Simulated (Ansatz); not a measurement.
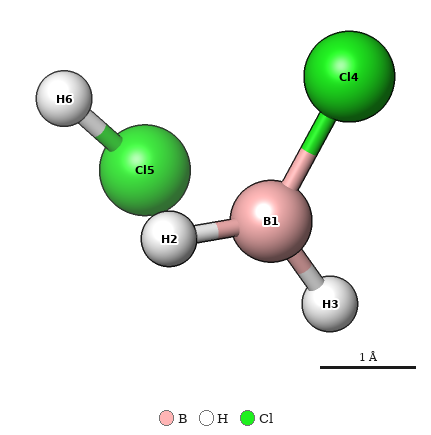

*The structure as given in the input (ball-and-stick view, seen at a tilt; atoms are numbered from 1 in the order of the input).*

Bond lengths as drawn: B–Cl 1.76 Å, B–H 1.21 Å and Cl–H 1.30 Å.

# BH₃Cl₂: nudged elastic band

System: BH₃Cl₂.
Method: RKS PBE-D4/def2-SVP (Ansatz 0.2.0).

One setting was made poor on purpose. It belongs to a series of runs on one base structure; here: band between the two ends. Figures and captions count atoms from 1; the log counts them from 0 in places.

The input:
```yaml
crystal:
  periodic: [false, false, false]
  atoms:
    - { symbol: B, position_ang: [0.009817, 0.261794, -0.069565] }
    - { symbol: H, position_ang: [0.111723, 0.714385, 1.05075] }
    - { symbol: H, position_ang: [0.961261, 0.013219, -0.776552] }
    - { symbol: Cl, position_ang: [-1.594219, 0.252661, -0.802016] }
    - { symbol: Cl, position_ang: [0.18865, -2.226927, 1.006059] }
    - { symbol: H, position_ang: [-0.652433, -1.914933, 1.946024] }
basis:
  gaussian: { orbitals: def2-SVP }
hamiltonian:
  xc: pbe
  dispersion: d4
neb:
  order_check: false
  images: 7
  f_tol: 0.05
  max_iterations: 60
  spring: 50.0
  final_atoms:
    - { symbol: B, position_ang: [0.00954027, -0.64398971, -0.60817988] }
    - { symbol: H, position_ang: [-0.44334913, 0.31941226, 2.35271475] }
    - { symbol: H, position_ang: [1.04340154, -0.01980619, -0.55653587] }
    - { symbol: Cl, position_ang: [-1.4785595, 0.17707014, -1.01982916] }
    - { symbol: Cl, position_ang: [0.01812092, -2.36246535, -0.28044731] }
    - { symbol: H, position_ang: [-0.1243551, -0.37002215, 2.46697746] }
  initial_path:
    images:
      - { positions_ang: [[0.009817, 0.261794, -0.069565], [0.111723, 0.714385, 1.05075], [0.961261, 0.013219, -0.776552], [-1.594219, 0.252661, -0.802016], [0.18865, -2.226927, 1.006059], [-0.652433, -1.914933, 1.946024]] }
      - { positions_ang: [[0.00295278, 0.19857546, -0.05112382], [0.08206861, 0.53391843, 1.17408122], [0.97299544, 0.02164768, -0.7318145], [-1.60419728, 0.18182303, -0.8302664], [0.08472139, -2.1794106, 0.92080096], [-0.51374193, -1.65635501, 1.87302254]] }
      - { positions_ang: [[-0.00391144, 0.13535692, -0.03268265], [0.05241423, 0.35345187, 1.29741244], [0.98472987, 0.03007636, -0.687077], [-1.61417557, 0.11098507, -0.8585168], [-0.01920723, -2.1318942, 0.83554292], [-0.37505086, -1.39777702, 1.80002109]] }
      - { positions_ang: [[-0.01077566, 0.07213838, -0.01424147], [0.02275984, 0.1729853, 1.42074366], [0.99646431, 0.03850504, -0.6423395], [-1.62415385, 0.0401471, -0.8867672], [-0.12313584, -2.0843778, 0.75028488], [-0.23635979, -1.13919903, 1.72701963]] }
      - { positions_ang: [[-0.01763989, 0.00891983, 0.00419971], [-0.00689455, -0.00748126, 1.54407488], [1.00819874, 0.04693372, -0.597602], [-1.63413213, -0.03069086, -0.9150176], [-0.22706446, -2.0368614, 0.66502683], [-0.09766872, -0.88062103, 1.65401817]] }
      - { positions_ang: [[-0.01084485, -0.15430755, -0.14889519], [-0.11600819, 0.07424212, 1.74623485], [1.01699944, 0.03024874, -0.58733547], [-1.59523897, 0.02124939, -0.94122049], [-0.16576811, -2.11826239, 0.4286583], [-0.10434032, -0.75297131, 1.857258]] }
      - { positions_ang: [[-0.00404981, -0.31753494, -0.30199008], [-0.22512184, 0.1559655, 1.94839482], [1.02580014, 0.01356377, -0.57706893], [-1.55634581, 0.07318964, -0.96742338], [-0.10447177, -2.19966337, 0.19228976], [-0.11101191, -0.62532159, 2.06049782]] }
      - { positions_ang: [[0.00274523, -0.48076232, -0.45508498], [-0.33423548, 0.23768888, 2.15055478], [1.03460084, -0.00312121, -0.5668024], [-1.51745266, 0.12512989, -0.99362627], [-0.04317542, -2.28106436, -0.04407877], [-0.11768351, -0.49767187, 2.26373764]] }
      - { positions_ang: [[0.00954027, -0.64398971, -0.60817988], [-0.44334913, 0.31941226, 2.35271475], [1.04340154, -0.01980619, -0.55653587], [-1.4785595, 0.17707014, -1.01982916], [0.01812092, -2.36246535, -0.28044731], [-0.1243551, -0.37002215, 2.46697746]] }
```

Run on 1 thread of Arm Neoverse V2, 24 GiB of memory available, shared host.

Launched with:
```bash
ansatz run input.yaml --threads 1 --pin off --max-ram 2048MiB --backend cpu --events-out ev --progress --plain --runs-dir out
```

Output:
```
Engine: ansatz 0.2.0, aarch64-unknown-linux-gnu
Functional definition: PBE
  parameter kappa = 0.804
  parameter beta = 0.06672455060314922
  exchange = pbe_x(kappa = kappa, mu = beta*pi^2/3)
  correlation = pbe_c(beta = beta)
718 factors; their error is unknown
mean field evaluation 1: about -25749.1420 eV, gradient 2.2e1 eV
mean field evaluation 2: about -25748.2465 eV, gradient 2.8e1 eV
mean field evaluation 4: about -25750.8831 eV, gradient 9.4e-1 eV
mean field evaluation 8: about -25750.8552 eV, gradient 1.2e-2 eV
mean field -25750.85516487 eV, -946.3264727523 hartree, gradient 2.6e-5 eV, S^2 0.000000; 0 other end points of the search recorded, 0 dependent functions left out
the calculation of the forces begins
reference -25750.85519328 eV, -946.3264737966 hartree; 21, 21 occupied and 44, 44 virtual orbitals, 718 factors
718 factors; their error is unknown
mean field evaluation 16: about -25749.4928 eV, gradient 2.7e1 eV
mean field -25751.63444224 eV, -946.3551106676 hartree, gradient 1.2e-5 eV, S^2 0.000000; 0 other end points of the search recorded, 0 dependent functions left out
[... from here on the field's lines of each further geometry are left out, up to the last ...]
NEB iter   1: max|band force component| = 4.057e0 eV/Å  barrier→ = 1.8407 eV  barrier← = 2.6220 eV  Δτ_max = 0.2000 Å  (218 SCF iters)
NEB iter   2: max|band force component| = 2.758e0 eV/Å  barrier→ = 0.6797 eV  barrier← = 1.4610 eV  Δτ_max = 0.1952 Å  (216 SCF iters)
NEB iter   3: max|band force component| = 1.709e0 eV/Å  barrier→ = 0.3055 eV  barrier← = 1.0868 eV  Δτ_max = 0.2000 Å  (204 SCF iters)
NEB iter   4: max|band force component| = 4.949e0 eV/Å  barrier→ = 0.5025 eV  barrier← = 1.2838 eV  Δτ_max = 0.1004 Å  (195 SCF iters)
NEB iter   5: max|band force component| = 1.709e0 eV/Å  barrier→ = 0.2985 eV  barrier← = 1.0798 eV  Δτ_max = 0.2000 Å  (189 SCF iters)
NEB iter   6: max|band force component| = 1.798e0 eV/Å  barrier→ = 0.2770 eV  barrier← = 1.0583 eV  Δτ_max = 0.0998 Å  (200 SCF iters)
NEB iter   7: max|band force component| = 1.306e0 eV/Å  barrier→ = 0.3286 eV  barrier← = 1.1099 eV  Δτ_max = 0.1010 Å  (177 SCF iters)
NEB iter   8: max|band force component| = 6.902e-1 eV/Å  barrier→ = 0.3028 eV  barrier← = 1.0841 eV  Δτ_max = 0.0971 Å  (185 SCF iters)
NEB iter   9: max|band force component| = 2.478e0 eV/Å  barrier→ = 0.2624 eV  barrier← = 1.0437 eV  Δτ_max = 0.0503 Å  (176 SCF iters)
NEB iter  10: max|band force component| = 6.008e-1 eV/Å  barrier→ = 0.2553 eV  barrier← = 1.0366 eV  Δτ_max = 0.0960 Å  (175 SCF iters)
NEB iter  11: max|band force component| = 1.736e0 eV/Å  barrier→ = 0.2317 eV  barrier← = 1.0130 eV  Δτ_max = 0.0505 Å  (180 SCF iters)
NEB iter  12: max|band force component| = 1.808e0 eV/Å  barrier→ = 0.2469 eV  barrier← = 1.0282 eV  Δτ_max = 0.0246 Å  (172 SCF iters)
NEB iter  13: max|band force component| = 7.387e-1 eV/Å  barrier→ = 0.2523 eV  barrier← = 1.0336 eV  Δτ_max = 0.0499 Å  (170 SCF iters)
NEB iter  14: max|band force component| = 4.647e-1 eV/Å  barrier→ = 0.2651 eV  barrier← = 1.0464 eV  CI = image 4  Δτ_max = 0.1008 Å  (177 SCF iters)
NEB iter  15: max|band force component| = 1.714e0 eV/Å  barrier→ = 0.3073 eV  barrier← = 1.0886 eV  CI = image 4  Δτ_max = 0.0493 Å  (178 SCF iters)
NEB iter  16: max|band force component| = 7.762e-1 eV/Å  barrier→ = 0.3173 eV  barrier← = 1.0986 eV  CI = image 4  Δτ_max = 0.0509 Å  (181 SCF iters)
NEB iter  17: max|band force component| = 1.992e-1 eV/Å  barrier→ = 0.3148 eV  barrier← = 1.0961 eV  CI = image 4  Δτ_max = 0.0981 Å  (177 SCF iters)
NEB iter  18: max|band force component| = 5.938e-1 eV/Å  barrier→ = 0.3133 eV  barrier← = 1.0946 eV  CI = image 4  Δτ_max = 0.0494 Å  (176 SCF iters)
NEB iter  19: max|band force component| = 3.402e-1 eV/Å  barrier→ = 0.3132 eV  barrier← = 1.0945 eV  CI = image 4  Δτ_max = 0.0492 Å  (155 SCF iters)
NEB iter  20: max|band force component| = 8.758e-2 eV/Å  barrier→ = 0.3131 eV  barrier← = 1.0944 eV  CI = image 4  Δτ_max = 0.0916 Å  (147 SCF iters)
NEB iter  21: max|band force component| = 2.660e0 eV/Å  barrier→ = 0.3131 eV  barrier← = 1.0944 eV  CI = image 4  Δτ_max = 0.0467 Å  (146 SCF iters)
NEB iter  22: max|band force component| = 1.115e0 eV/Å  barrier→ = 0.3131 eV  barrier← = 1.0944 eV  CI = image 4  Δτ_max = 0.0677 Å  (145 SCF iters)
NEB iter  23: max|band force component| = 2.371e-1 eV/Å  barrier→ = 0.3131 eV  barrier← = 1.0944 eV  CI = image 4  Δτ_max = 0.0157 Å  (141 SCF iters)
NEB iter  24: max|band force component| = 5.155e-2 eV/Å  barrier→ = 0.3131 eV  barrier← = 1.0944 eV  CI = image 4  Δτ_max = 0.0224 Å  (129 SCF iters)
NEB iter  25: max|band force component| = 1.068e-1 eV/Å  barrier→ = 0.3131 eV  barrier← = 1.0944 eV  CI = image 4  Δτ_max = 0.0112 Å  (124 SCF iters)
NEB iter  26: max|band force component| = 1.260e-1 eV/Å  barrier→ = 0.3131 eV  barrier← = 1.0944 eV  CI = image 4  Δτ_max = 0.0056 Å  (122 SCF iters)
the calculation of the forces begins
reference -25751.59371270 eV, -946.3536138846 hartree; 21, 21 occupied and 44, 44 virtual orbitals, 718 factors
718 factors; their error is unknown
mean field evaluation 1376: about -25750.5299 eV, gradient 5.4e-5 eV
mean field -25750.52994499 eV, -946.3145211422 hartree, gradient 2.1e-5 eV, S^2 0.000000; 1 other end points of the search recorded, 0 dependent functions left out
the calculation of the forces begins
reference -25750.52997004 eV, -946.3145220628 hartree; 21, 21 occupied and 44, 44 virtual orbitals, 718 factors
NEB iter  27: max|band force component| = 3.159e-2 eV/Å  barrier→ = 0.3131 eV  barrier← = 1.0944 eV  CI = image 4  Δτ_max = 0.0000 Å  (293 SCF iters)
```

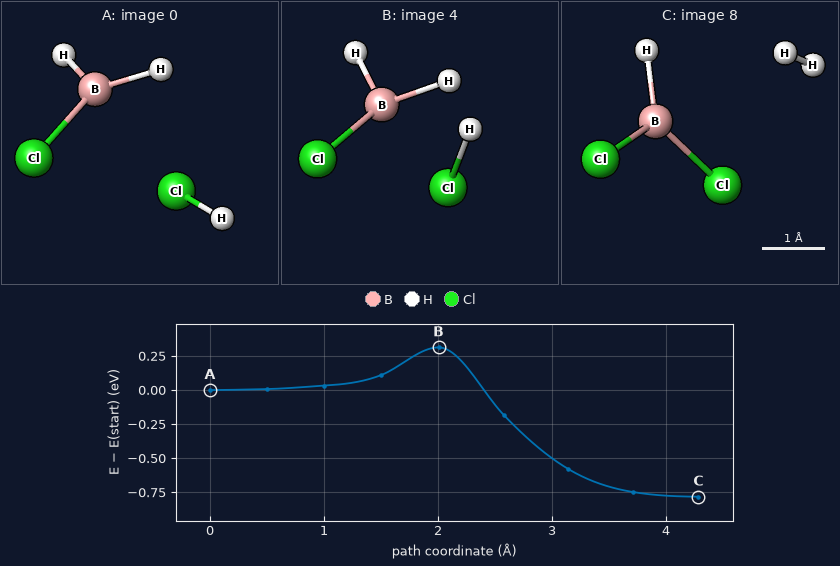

*Images of the last band (counted from 0; ball-and-stick, seen at a tilt) above the energy along the path; the line is a cubic interpolation that uses the forces.*

The highest image is number 4, 0.313 eV above the start and 1.094 eV above the end (the climbing image); the end lies 0.781 eV below the start. The path is 4.28 Å long. The band converged in 27 iterations.

```
Total energy: -25750.64230720 eV, -946.3186503774 hartree
Atom 0 at    -0.092768    -0.180070     0.086226 Å, force    -0.000026    -0.000113    -0.000247 eV/Å
Atom 1 at    -0.107675     0.231637     1.311519 Å, force    -0.000015     0.000134     0.000056 eV/Å
Atom 2 at     0.989562    -0.007305    -0.418257 Å, force     0.000060    -0.000054     0.000052 eV/Å
Atom 3 at    -1.601900     0.199890    -0.753821 Å, force    -0.000036     0.000025     0.000053 eV/Å
Atom 4 at    -0.047273    -2.241974     0.721332 Å, force     0.000049     0.000173    -0.000053 eV/Å
Atom 5 at    -0.115146    -0.901979     1.407702 Å, force    -0.000032    -0.000166     0.000139 eV/Å
Dipole moment:     0.095817     0.038627     0.281078 e Å
this run last wrote the band of iteration 27 to [file]
```

The last band as extended XYZ (Å, eV, eV/Å):
```
6
Properties=species:S:1:pos:R:3:forces:R:3 image=0 energy=-25750.95539
B     0.0098    0.2618   -0.0696    0.0088   0.0007   0.0054
H     0.1117    0.7144    1.0508    0.0019   0.0018   0.0000
H     0.9613    0.0132   -0.7766   -0.0024  -0.0021  -0.0026
Cl   -1.5942    0.2527   -0.8020   -0.0067  -0.0030   0.0012
Cl    0.1887   -2.2269    1.0061   -0.0065   0.0072   0.0157
H    -0.6524   -1.9149    1.9460    0.0048  -0.0045  -0.0196
6
Properties=species:S:1:pos:R:3:forces:R:3 image=1 energy=-25750.94775
B    -0.0376    0.2467   -0.0726    0.0013   0.0022  -0.0023
H    -0.0316    0.6181    1.0831    0.0043   0.0070  -0.0038
H     0.9708    0.0180   -0.7020   -0.0002   0.0014  -0.0048
Cl   -1.5661    0.3188   -0.9411   -0.0009  -0.0011   0.0003
Cl    0.0097   -2.3256    0.9294    0.0047   0.0071  -0.0025
H    -0.3204   -1.7758    2.0579   -0.0092  -0.0167   0.0131
6
Properties=species:S:1:pos:R:3:forces:R:3 image=2 energy=-25750.92251
B    -0.0779    0.2078   -0.0295    0.0001   0.0160  -0.0085
H    -0.1170    0.4886    1.1545   -0.0008   0.0146  -0.0098
H     0.9575    0.0094   -0.6223   -0.0028   0.0069  -0.0117
Cl   -1.5739    0.3199   -0.9330    0.0007   0.0101  -0.0107
Cl   -0.0431   -2.4562    0.9711    0.0029  -0.0114   0.0044
H    -0.1208   -1.4692    1.8140   -0.0001  -0.0362   0.0362
6
Properties=species:S:1:pos:R:3:forces:R:3 image=3 energy=-25750.84431
B    -0.0854    0.0831    0.0467    0.0034   0.1938  -0.0231
H    -0.1219    0.3608    1.2437   -0.0146   0.0766  -0.0358
H     0.9741   -0.0210   -0.5222   -0.0139   0.0113  -0.0663
Cl   -1.5884    0.2350   -0.8375    0.0054   0.0361  -0.0479
Cl   -0.0424   -2.3697    0.9116    0.0142  -0.0962   0.1054
H    -0.1113   -1.1880    1.5124    0.0054  -0.2217   0.0676
6
Properties=species:S:1:pos:R:3:forces:R:3 image=4 energy=-25750.64228
B    -0.0928   -0.1801    0.0862    0.0000  -0.0001  -0.0002
H    -0.1077    0.2316    1.3115    0.0000   0.0001   0.0001
H     0.9896   -0.0073   -0.4183    0.0001  -0.0001   0.0001
Cl   -1.6019    0.1999   -0.7538    0.0000   0.0000   0.0001
Cl   -0.0473   -2.2420    0.7213    0.0000   0.0002  -0.0001
H    -0.1151   -0.9020    1.4077    0.0000  -0.0002   0.0001
6
Properties=species:S:1:pos:R:3:forces:R:3 image=5 energy=-25751.13589
B    -0.0801   -0.4637    0.0057    0.0186  -0.5274  -0.1735
H    -0.1355    0.2027    1.4439    0.0088   0.0373   0.1652
H     0.9780    0.0461   -0.2966   -0.0390  -0.0120   0.1174
Cl   -1.5668    0.2113   -0.7100    0.0334  -0.0491   0.0695
Cl   -0.0288   -2.2823    0.3729   -0.0042  -0.0476  -0.4490
H    -0.1420   -0.6139    1.5387   -0.0176   0.5987   0.2705
6
Properties=species:S:1:pos:R:3:forces:R:3 image=6 energy=-25751.53465
B    -0.0561   -0.5729   -0.2428    0.0145  -0.1146  -0.2245
H    -0.1938    0.2485    1.7317   -0.0251   0.0868   0.2280
H     0.9780    0.0513   -0.2803   -0.0057  -0.0371  -0.0301
Cl   -1.5472    0.1997   -0.7633    0.0059  -0.0415  -0.0528
Cl   -0.0154   -2.3121    0.0785   -0.0097  -0.0315  -0.1879
H    -0.1407   -0.5142    1.8310    0.0200   0.1378   0.2673
6
Properties=species:S:1:pos:R:3:forces:R:3 image=7 energy=-25751.70292
B    -0.0263   -0.6129   -0.4416   -0.0024  -0.0376  -0.0426
H    -0.3031    0.2930    2.0468   -0.0191   0.0320   0.0714
H     0.9965    0.0260   -0.3670   -0.0063  -0.0094  -0.0324
Cl   -1.5176    0.1815   -0.9006    0.0212  -0.0190  -0.0251
Cl    0.0055   -2.3396   -0.1336   -0.0067   0.0222  -0.0508
H    -0.1302   -0.4477    2.1507    0.0133   0.0118   0.0795
6
Properties=species:S:1:pos:R:3:forces:R:3 image=8 energy=-25751.73669
B     0.0095   -0.6440   -0.6082    0.0196   0.0105   0.0035
H    -0.4433    0.3194    2.3527   -0.0031   0.0016   0.0009
H     1.0434   -0.0198   -0.5565   -0.0079  -0.0064  -0.0047
Cl   -1.4786    0.1771   -1.0198   -0.0056  -0.0025  -0.0023
Cl    0.0181   -2.3625   -0.2804   -0.0050  -0.0018  -0.0019
H    -0.1244   -0.3700    2.4670    0.0021  -0.0014   0.0046
```

Summary:

```json
{"quantity": "outcome", "value": "converged"}
{"quantity": "barrier, forward", "value": "0.313 eV"}
{"quantity": "barrier, backward", "value": "1.094 eV"}
{"quantity": "wall time", "value": "3.5 min"}
{"quantity": "peak memory", "value": "0.11 GiB"}
```

Notes:

A deliberately poor setting: spring. The order of the saddle point was not checked.
